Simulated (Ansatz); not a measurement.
**PtGe, pressure series**

The parent structure is PtGe (space group Pnma, No. 62).

```yaml
crystal:
  lattice:
    - [5.77178, 0.00000, 0.00000]
    - [0.00000, 3.71303, 0.00000]
    - [0.00000, 0.00000, 6.12875]
  atoms:
    - { symbol: Pt, position: [0.99660, 0.25000, 0.19327] }
    - { symbol: Pt, position: [0.49660, 0.25000, 0.30673] }
    - { symbol: Pt, position: [0.00340, 0.75000, 0.80673] }
    - { symbol: Pt, position: [0.50340, 0.75000, 0.69327] }
    - { symbol: Ge, position: [0.18674, 0.25000, 0.58712] }
    - { symbol: Ge, position: [0.68674, 0.25000, 0.91288] }
    - { symbol: Ge, position: [0.81326, 0.75000, 0.41288] }
    - { symbol: Ge, position: [0.31326, 0.75000, 0.08712] }
```

Cell and atoms are relaxed at each pressure.

Calculations: r2SCAN (Ansatz, an electronic-structure program, PAW, spin-orbit coupling left out).

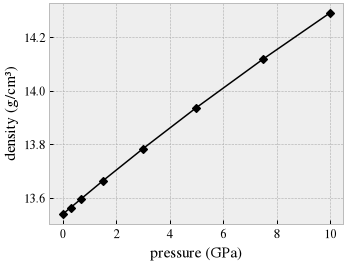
Figure. Density against pressure

```tsv
pressure (GPa)	density
0.3	13.56 g/cm³
0.7	13.60 g/cm³
1.5	13.66 g/cm³
3	13.78 g/cm³
5	13.94 g/cm³
7.5	14.12 g/cm³
10	14.29 g/cm³
```

Load acts through the strain it causes; cell and atoms are relaxed under it. Stability against distortions was not tested. Competing high-pressure phases were not computed. The final runs are not spin-polarised.
